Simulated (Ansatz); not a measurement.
# SbAs (model cell, started as layered BN type): a soft mode frozen in, part 2 of 2

Aim: this structure of SbAs (model cell, started as layered BN type) is to be tested for unstable modes, and one is followed downhill.

Ansatz 0.2.0; DFT LDA, scalar-relativistic, plane waves, PAW.

So far, highest frequency on the path or at a solved wavevector (cm⁻¹): step 2 (phonons on a q mesh) 158. Also lowest frequency on the path (cm⁻¹): step 2 -127.

The structure was built from a prototype and need not be the compound's stable phase.

### 5. Energy along the mode, all amplitudes (two of the runs are shown above)

An imaginary frequency means negative curvature, so the energy should fall and then rise again as anharmonic terms take over.

Numbers from this step:

| Quantity | Value |
| --- | --- |
| depth at the lowest point sampled | 6.617 meV/atom |
| largest atomic shift at that point | 0.14 Å |

Energy from the parent against largest atomic shift:

```csv
largest atomic shift (Å),energy from the parent (meV/atom)
0.000,0
0.040,-0.901
0.080,-3.13
0.140,-6.62
0.220,-3.58
0.320,28.9
```

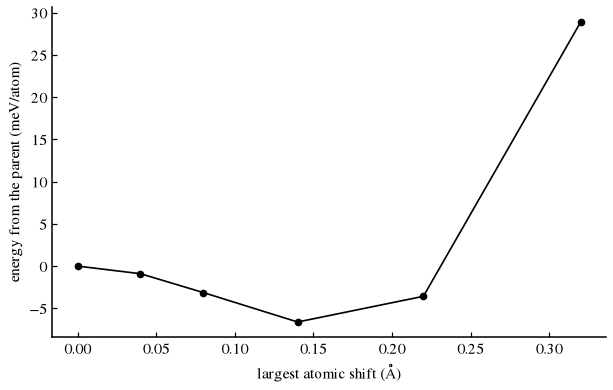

Energy from the parent against largest atomic shift.

Displacement at unit largest shift by atom:

```csv
atom,x (Å),y (Å),z (Å),size
Sb1,0.05,-0.08,0.00,0.10
Sb2,-0.10,0.00,0.00,0.10
Sb3,0.05,0.08,0.00,0.10
Sb4,0.10,0.00,0.00,0.10
Sb5,-0.05,0.08,0.00,0.10
Sb6,-0.05,-0.08,0.00,0.10
As7,-1.00,0.00,0.00,1.00
As8,0.50,-0.87,0.00,1.00
As9,0.50,0.87,0.00,1.00
As10,-0.50,0.87,0.00,1.00
As11,1.00,0.00,0.00,1.00
As12,-0.50,-0.87,0.00,1.00
```

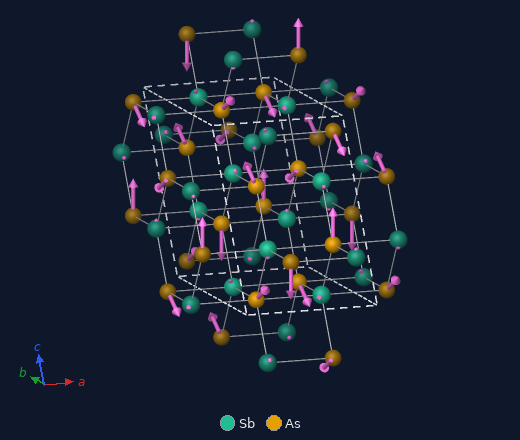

Displacement at unit largest shift as arrows, the longest 1 Å. Some periodic images of atoms are drawn too.

The lowest of the steps tried is at 0.14 Å, 6.62 meV/atom below the parent; the bottom of the well need not coincide with a step.

### 6. Relaxation from the frozen mode

Starting from the lowest point found, all atoms and the cell are let go, so that strain and other modes of the same symmetry can join in.

Input file input.yaml:

```yaml
crystal:
  lattice:
    - [0.0, 0.0, 5.7732547121]
    - [7.2214555084, 4.1693092817, 0.0]
    - [0.0, 8.3386185634, 0.0]
  atoms:
    - { symbol: Sb, position: [0.25, 0.000926315, 0.3314807585] }
    - { symbol: Sb, position: [0.25, 0.3314807585, 0.6675929481] }
    - { symbol: Sb, position: [0.25, 0.6675929601, 0.0009263271] }
    - { symbol: Sb, position: [0.75, 0.3351859082, 0.9990737858] }
    - { symbol: Sb, position: [0.75, 0.6657403853, 0.3351859082] }
    - { symbol: Sb, position: [0.75, -0.0009263271, 0.6657403732] }
    - { symbol: As, position: [0.25, 0.3139466599, 1.0096929101] }
    - { symbol: As, position: [0.25, 0.67636028, 0.3139466599] }
    - { symbol: As, position: [0.25, 0.0096934118, 0.6763597268] }
    - { symbol: As, position: [0.75, -0.009693965, 0.3527200068] }
    - { symbol: As, position: [0.75, 0.3527200068, 0.6569730533] }
    - { symbol: As, position: [0.75, 0.6569736065, -0.0096934118] }
kpoints:
  mp_grid: { grid: [6, 6, 6] }
hamiltonian:
  xc: lda
scf:
  occupations: { method: methfessel_paxton, width: 0.2 }
output:
  forces: true
  stress: true
  eigenvalues: true
relax:
  adjacent_minimum: "off"
  f_tol: 0.002
  max_steps: 120
  cell: { stress_tol: 0.03 }
```

On the command line:

```bash
$ ansatz run input.yaml --threads 4 --pin off --max-ram 7168MiB --backend cpu --events-out ev --progress --plain --runs-dir out
```

Numbers of over 12 decimals in the logs are rounded to 6 here.

Log:

```text
[...]
Crystal: 12 atoms, lattice volume = 347.648 Å³
Basis set: ecut = 420 eV, 6727 PW (Γ)
Bands: 108, of which v1, the nominal top of the filled ones, is band 90 counted from 1 (89 counted from 0)
Symmetry: 12 space group operations
[...]
k-points: 32 of 216
[...]
SCF iter   1: F=—  HF=-66654.359072 eV  |F-HF|=—  |Δ(HF+E_count)|=         —  Δρ=5.65e-3  dr2=6.27e-2  ethr=1.77e-3  ⟨swp⟩=6.3  Hψ=12716  notcnv=0
[...]
SCF iter   7: F=-66654.325493 eV  HF=-66654.325493 eV  |F-HF|=2.55e-8  |Δ(HF+E_count)|=   6.64e-8  S|Δr|=    0.00e0  Δρ=2.15e-6  dr2=3.12e-8  ethr=5.56e-11  ⟨swp⟩=10.0  Hψ=14544  notcnv=0
SCF 1 converged in 7 iterations: F = -66654.325493 eV  dr2 = 3.12e-8
[...]
relax step   1: F+E_penalty+E_count = -66654.32549318 eV  Δ(F+E_penalty+E_count) = +0.000e0 eV  max|allowed force component| = 1.312e-1 eV/Å  Δτ_max = 0.0000 Å  P = +0.447 GPa  Ω = 347.648 Å³  (7 SCF iters, dr2 threshold 1.00e-7 eV, accepted)
Crystal: 12 atoms, lattice volume = 354.482 Å³
Basis set: ecut = 420 eV, 6865 PW (Γ)
[...]
SCF iter   6: F=-66654.390221 eV  HF=-66654.390221 eV  |F-HF|=1.87e-7  |Δ(HF+E_count)|=   2.36e-6  S|Δr|=    0.00e0  Δρ=8.70e-6  dr2=2.33e-7  ethr=6.67e-10  ⟨swp⟩=5.4  Hψ=16866  notcnv=0
SCF 2 converged in 6 iterations: F = -66654.390221 eV  dr2 = 2.33e-7
[...]
relax step   2: F+E_penalty+E_count = -66654.39022121 eV  Δ(F+E_penalty+E_count) = -6.473e-2 eV  max|allowed force component| = 1.462e-1 eV/Å  Δτ_max = 0.1253 Å  P = -0.886 GPa  Ω = 354.482 Å³  energy of the carried Pulay correction = -1.350e-3 eV  (6 SCF iters, dr2 threshold 1.20e-6 eV, accepted)
Crystal: 12 atoms, lattice volume = 350.558 Å³
Basis set: ecut = 420 eV, 6757 PW (Γ)
[...]
SCF iter   6: F=-66654.429831 eV  HF=-66654.429831 eV  |F-HF|=1.13e-8  |Δ(HF+E_count)|=   2.13e-7  S|Δr|=    0.00e0  Δρ=2.51e-6  dr2=2.29e-8  ethr=6.67e-10  ⟨swp⟩=6.2  Hψ=13226  notcnv=0
SCF 3 converged in 6 iterations: F = -66654.429831 eV  dr2 = 2.29e-8
relax step   3: F+E_penalty+E_count = -66654.42983120 eV  Δ(F+E_penalty+E_count) = -3.961e-2 eV  max|allowed force component| = 1.005e-1 eV/Å  Δτ_max = 0.0338 Å  P = -0.349 GPa  Ω = 350.558 Å³  energy of the carried Pulay correction = -5.780e-4 eV  (6 SCF iters, dr2 threshold 1.20e-6 eV, accepted)
[... from here on, the SCF cycles and remarks between the steps are left out ...]
relax step   4: F+E_penalty+E_count = -66654.44499735 eV  Δ(F+E_penalty+E_count) = -1.517e-2 eV  max|allowed force component| = 4.136e-2 eV/Å  Δτ_max = 0.0672 Å  P = -0.061 GPa  Ω = 347.310 Å³  energy of the carried Pulay correction = +6.735e-5 eV  (6 SCF iters, dr2 threshold 7.20e-7 eV, accepted)
relax step   5: F+E_penalty+E_count = -66654.44776464 eV  Δ(F+E_penalty+E_count) = -2.767e-3 eV  max|allowed force component| = 1.986e-2 eV/Å  Δτ_max = 0.0209 Å  P = +0.109 GPa  Ω = 347.455 Å³  energy of the carried Pulay correction = +3.853e-5 eV  (6 SCF iters, dr2 threshold 1.07e-7 eV, accepted)
relax step   6: F+E_penalty+E_count = -66654.45051878 eV  Δ(F+E_penalty+E_count) = -2.754e-3 eV  max|allowed force component| = 1.653e-2 eV/Å  Δτ_max = 0.0238 Å  P = +0.043 GPa  Ω = 349.917 Å³  energy of the carried Pulay correction = -4.510e-4 eV  (6 SCF iters, dr2 threshold 3.80e-8 eV, accepted)
relax step   7: F+E_penalty+E_count = -66654.45324939 eV  Δ(F+E_penalty+E_count) = -2.731e-3 eV  max|allowed force component| = 3.598e-2 eV/Å  Δτ_max = 0.0810 Å  P = +0.043 GPa  Ω = 356.443 Å³  energy of the carried Pulay correction = -1.732e-3 eV  (6 SCF iters, dr2 threshold 1.48e-7 eV, accepted)
relax step   8: F+E_penalty+E_count = -66654.45553819 eV  Δ(F+E_penalty+E_count) = -2.289e-3 eV  max|allowed force component| = 6.733e-3 eV/Å  Δτ_max = 0.0261 Å  P = +0.036 GPa  Ω = 354.568 Å³  energy of the carried Pulay correction = -1.366e-3 eV  (5 SCF iters, dr2 threshold 2.42e-7 eV, accepted)
relax step   9: F+E_penalty+E_count = -66654.45555233 eV  Δ(F+E_penalty+E_count) = -1.413e-5 eV  max|allowed force component| = 2.125e-3 eV/Å  Δτ_max = 0.0106 Å  P = -0.007 GPa  Ω = 355.710 Å³  energy of the carried Pulay correction = -1.590e-3 eV  (6 SCF iters, dr2 threshold 4.93e-9 eV, accepted)
relax step  10: F+E_penalty+E_count = -66654.45555116 eV  Δ(F+E_penalty+E_count) = +1.166e-6 eV  max|allowed force component| = 5.595e-4 eV/Å  Δτ_max = 0.0010 Å  P = +0.003 GPa  Ω = 355.736 Å³  energy of the carried Pulay correction = -1.595e-3 eV  (5 SCF iters, dr2 threshold 2.82e-10 eV, accepted)
[...]
SCF iter   6: F=-66654.457203 eV  HF=-66654.457203 eV  |F-HF|=1.46e-11  |Δ(HF+E_count)|=  2.91e-11  S|Δr|=    0.00e0  Δρ=7.69e-8  dr2=3.15e-11  ethr=1.00e-12  ⟨swp⟩=6.0  Hψ=12307  notcnv=0
SCF 11 converged in 6 iterations: F = -66654.457203 eV  dr2 = 3.15e-11
relax step  11: F+E_penalty+E_count = -66654.45720318 eV  Δ(F+E_penalty+E_count) = -1.652e-3 eV  max|allowed force component| = 5.007e-4 eV/Å  Δτ_max = 0.0000 Å  P = +0.003 GPa  Ω = 355.736 Å³  stress off target by 3.08e-3 GPa  SCF on the basis re-selected at this cell (its energy is not comparable with the rows above)  (6 SCF iters)
basis re-selected at this cell: Δ(F+E_penalty+E_count) = -1.652e-3 eV, ΔP = +0.000 GPa vs the last step (what re-selecting the basis moved, of the pressure what is left beyond the Pulay correction that the steps carried, after the strain that the cell walked since its last selection, with what the two solves' SCF thresholds leave and, on support functions, any second-order correction that the steps lacked; it is no m [...]
SCF converged after 6 iterations
[...]
Free energy (F): -66654.457203 eV
[...]
Internal energy: -66654.470730 eV  (E = F + TS)
E sigma→0 (E₀):  -66654.460585 eV
Entropy (-TS):   0.013527 eV (1.127 meV/atom)
Fermi energy:    8.254282 eV
[...]
--- Forces (eV/Å), atoms counted from 1 ---
  atom   1  Sb     0.00004988     0.00033264    -0.00000000
  atom   2  Sb     0.00026314    -0.00020951     0.00000000
  atom   3  Sb    -0.00031301    -0.00012312    -0.00000000
  atom   4  Sb    -0.00026314     0.00020951     0.00000000
  atom   5  Sb    -0.00004988    -0.00033264     0.00000000
  atom   6  Sb     0.00031301     0.00012312     0.00000000
  atom   7  As     0.00040537     0.00029924     0.00000000
  atom   8  As    -0.00046184     0.00020144     0.00000000
  atom   9  As     0.00005647    -0.00050068     0.00000000
  atom  10  As     0.00046184    -0.00020144    -0.00000000
  atom  11  As    -0.00040537    -0.00029924    -0.00000000
  atom  12  As    -0.00005647     0.00050068    -0.00000000
  max |Σ_I F_I| component: 6.40e-18 eV/Å
--- Stress (GPa, compression-positive) ---
        0.003084       0.000000      -0.000000
       -0.000000       0.003084      -0.000000
       -0.000000      -0.000000       0.002098
  P = ⅓ Tr σ = 0.0028 GPa (0.028 kbar)
--- Band table (eV; the first three rows and the last of 32) ---
  k-point 0: bands = [... 86 lower, 7.2215, 7.2215, 7.4061, 7.4061, 8.4276, 8.4276, 9.9474, 9.9474, ... 14 higher]
  k-point 1: bands = [... 86 lower, 6.5477, 6.7343, 7.5187, 7.7014, 8.5402, 8.8039, 9.3372, 9.5157, ... 14 higher]
  k-point 2: bands = [... 86 lower, 6.0486, 7.0643, 7.3570, 7.8853, 8.4501, 8.6629, 9.3606, 9.6063, ... 14 higher]
  k-point 31: bands = [... 86 lower, 7.1309, 7.1309, 7.1641, 7.1641, 8.9283, 8.9283, 8.9568, 8.9568, ... 14 higher]
--- Relaxed structure (10 steps of the walk, 10 accepted, 1 SCFs on fresh bases) ---
  F+E_penalty+E_count = -66654.45720318 eV   max|allowed force component| = 5.007e-4 eV/Å   (the final SCF, on the basis selected at the relaxed cell)
  cell:  # Å, volume = 355.7362 Å³
    - [0, 0, 5.770883]
    - [7.306480, 4.218398, 0]
    - [-2.498972022062258e-18, 8.436796, 0]
  atoms:
    - { symbol: Sb, position: [0.250000, -0.017194, 0.330643] }
    - { symbol: Sb, position: [0.250000, 0.330643, 0.686550] }
    - { symbol: Sb, position: [0.250000, 0.686550, -0.017194] }
    - { symbol: Sb, position: [0.750000, 0.336023, 0.980116] }
    - { symbol: Sb, position: [0.750000, 0.683860, 0.336023] }
    - { symbol: Sb, position: [0.750000, -0.019884, 0.683860] }
    - { symbol: As, position: [0.250000, 0.299427, 1.019496] }
    - { symbol: As, position: [0.250000, 0.681077, 0.299427] }
    - { symbol: As, position: [0.250000, 0.019496, 0.681077] }
    - { symbol: As, position: [0.750000, -0.014410, 0.367240] }
    - { symbol: As, position: [0.750000, 0.367240, 0.647170] }
    - { symbol: As, position: [0.750000, 0.647170, -0.014410] }
```

Run time: 1.7 min. Hardware: 4 threads of Intel Xeon 6975P-C (Granite Rapids), shared host; peak memory 1.7 GiB.

The steps of the relaxation:

```csv
step,energy less that of the first step (eV),largest force component (eV/Å),pressure (GPa),volume (Å³)
1,0.0000,0.1312,0.45,347.65
2,-0.0647,0.1462,-0.89,354.48
3,-0.1043,0.1005,-0.35,350.56
4,-0.1195,0.0414,-0.06,347.31
5,-0.1223,0.0199,0.11,347.45
6,-0.1250,0.0165,0.04,349.92
7,-0.1278,0.0360,0.04,356.44
8,-0.1300,0.0067,0.04,354.57
9,-0.1301,0.0021,-0.01,355.71
10,-0.1301,0.0006,0.00,355.74
11*,-0.1317,0.0005,0.00,355.74
```

Relaxation steps marked * repeat the geometry before them on a plane-wave basis chosen anew for their cell, so energy and pressure can jump there.

The run keeps the 12 symmetry operations that it works with, so distortions that break them were not tested.

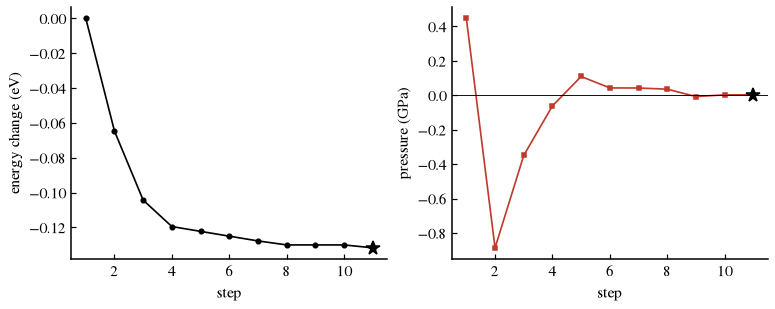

Energy and pressure along the relaxation. Stars mark steps on a basis chosen anew.

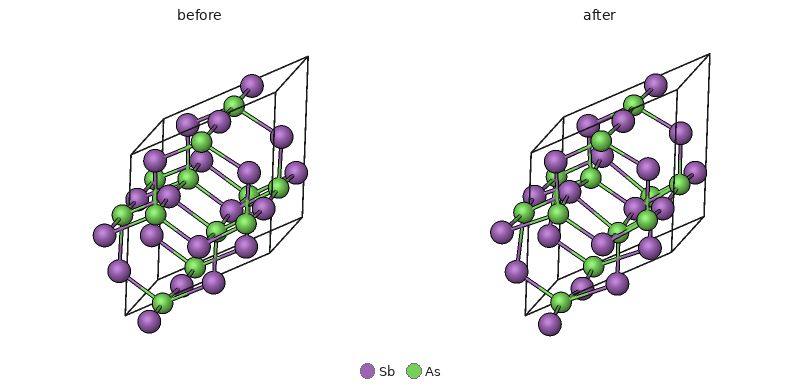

Before and after, at one scale.

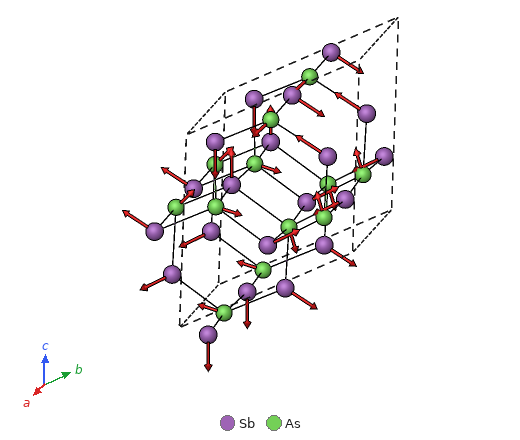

Displacements in the relaxation, exaggerated, measured against the changing cell; the longest in the cell stands for 0.16 Å. 2×1×1 cells are drawn. Some periodic images of atoms are drawn too.

```csv
cell as run,before,after,change
a (Å),5.773,5.771,-0.0 %
b (Å),8.339,8.437,+1.2 %
c (Å),8.339,8.437,+1.2 %
volume (Å³/atom),28.97,29.64,+2.3 %
```

The atoms that moved most (Å, as changes of fractional coordinates times the final cell):

```csv
atom,dx,dy,dz,length
Sb4,0.006,-0.156,0.000,0.157
Sb1,-0.132,-0.084,0.000,0.157
Sb3,0.139,-0.073,0.000,0.157
Sb5,0.132,0.084,0.000,0.157
Sb6,-0.139,0.073,0.000,0.157
Sb2,-0.006,0.156,0.000,0.157
As12,-0.072,-0.081,0.000,0.108
As8,0.034,-0.103,0.000,0.108
```

The relaxed structure:

```xyz
12
Lattice="0.0000 0.0000 5.7709 7.3065 4.2184 0.0000 0.0000 8.4368 0.0000" Properties=species:S:1:pos:R:3 pbc="T T T"
Sb   -0.1256    2.7170    1.4427
Sb    2.4158    7.1871    1.4427
Sb    5.0163    2.7511    1.4427
Sb    2.4551    9.6865    4.3282
Sb    4.9966    5.7198    4.3282
Sb   -0.1453    5.6857    4.3282
As    2.1878    9.8644    1.4427
As    4.9763    5.3993    1.4427
As    0.1424    5.8283    1.4427
As   -0.1053    3.0375    4.3282
As    2.6832    7.0092    4.3282
As    4.7285    2.6084    4.3282
```

Numbers from this step:

```
pressure        : 0.002755 GPa
volume per atom : 29.64 Å³
```

The distorted start has space group P6_3/m; the relaxation ends in P6_3/m.

### 7. The phases reached

The phases reached along the modes that were followed are set side by side.

Energies are those of the first relaxation, on the mesh of the frozen mode; space group, volume and gap are those of the last relaxation. Phases, by row:

```csv
mode frozen in,space group,energy from parent (meV/atom),volume (Å³/atom),gap on mesh (eV),lowest zone-centre optical mode (cm⁻¹),largest shift (Å)
parent,P6_3/mmc,0,28.97,0,–,–
"q = (0, 0, 0), 127i cm⁻¹",P6_3mc,-20.73,30,0,27.2,0.156
"q = (0.333, 0.333, 0), 88i cm⁻¹",P6_3/m,-17.59,29.64,0,–,0.249
```

### 8. What came out

| Quantity | Value |
| --- | --- |
| unstable mode of the parent | q = (0.333, 0.333, 0), 88i cm⁻¹ |
| depth at the lowest point sampled | 6.62 meV/atom |
| largest atomic shift at that point | 0.14 Å |
| space group reached (within 0.01 Å) | P6_3/m |
| energy gained over the parent (first relaxation, on the mesh of the frozen mode) | 17.6 meV/atom |
| volume per atom, phase reached | 29.6 Å³ |

What this shows: Along this mode the structure falls into P6_3/m, 17.6 meV/atom below the parent. At the parent's cell the well is 6.617 meV/atom deep on the steps tried, with its lowest point at a shift of 0.14 Å. Relaxing atoms and cell changes the gain by +10.97 meV/atom against the lowest step (energies at zero smearing). Most of the total comes from this relaxation. The modes of the phase reached were not computed on this path. Of the 2 patterns followed to their end from this parent, this one ends 3.14 meV/atom above the lowest, P6_3mc. Each path keeps the symmetry of its pattern, so a lower phase may lie along a pattern not tried. With no gap, or one that is small against the smearing, the frequencies hang on the k mesh and the smearing, most of all near Kohn anomalies. Spin-orbit coupling is left out, which can matter for the heavy elements here. A phonon run warned that its eigensolver left some bands unconverged in a pass. The starting cell was built on a prototype and not taken from a measurement, so the phase need not exist.

[Logs are printed without paths, hosts, clocks, repeated set-up lines and the standing remarks that a program may print on its own settings, such as how far it seeks lower states.]

[Hosts, paths, dates, database ids (printed as entryN), source tags and the programs' standing remarks are cut or masked in the printed files.]
